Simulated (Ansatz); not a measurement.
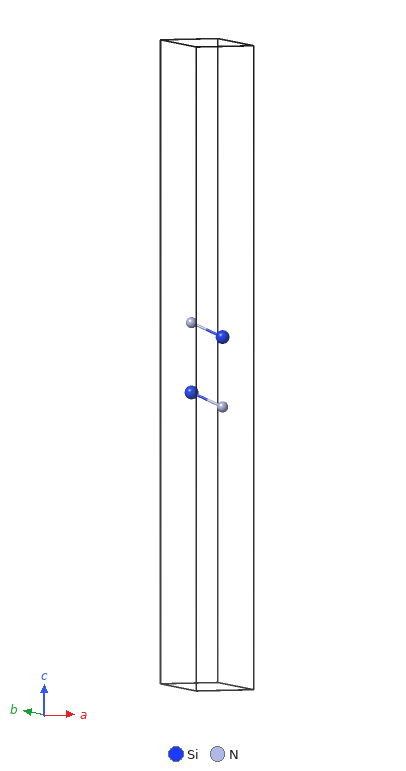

A ball-and-stick picture of a crystal structure, seen from the side at a slight tilt. One simulation cell is framed, with atoms on its boundary repeated.

```xyz
4
Lattice="2.8457 0.0000 0.0000 -1.4229 2.4645 0.0000 0.0000 0.0000 32.0436" Properties=species:S:1:pos:R:3 pbc="T T T"
Si    0.0000    1.6430   14.5943
Si    1.4229    0.8215   17.4493
N     1.4229    0.8215   13.9743
N     0.0000    1.6430   18.0693
```

Setup: DFT PBE, scalar-relativistic, plane waves, PAW (Ansatz); a 420 eV plane-wave basis, the zone sampled with 18×18×1 points, Gaussian smearing of 0.1 eV, no spin polarisation.

> State the Bader charges by element.

Si +2.31 e; N -2.31 e.

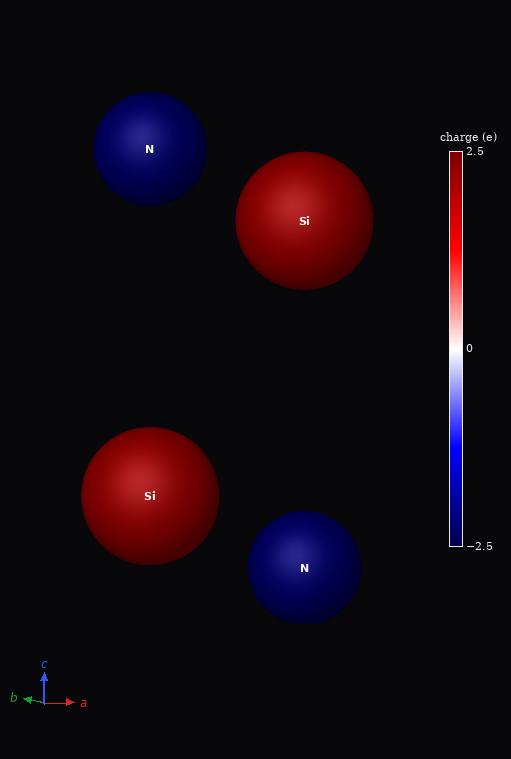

The atoms coloured by those charges.

The structure comes from a structure type filled with these elements by a generator (whether the compound takes this form wasn't checked). Earlier steps of the study may have refined or changed the cell and positions. It was the input of a calculation with Ansatz.
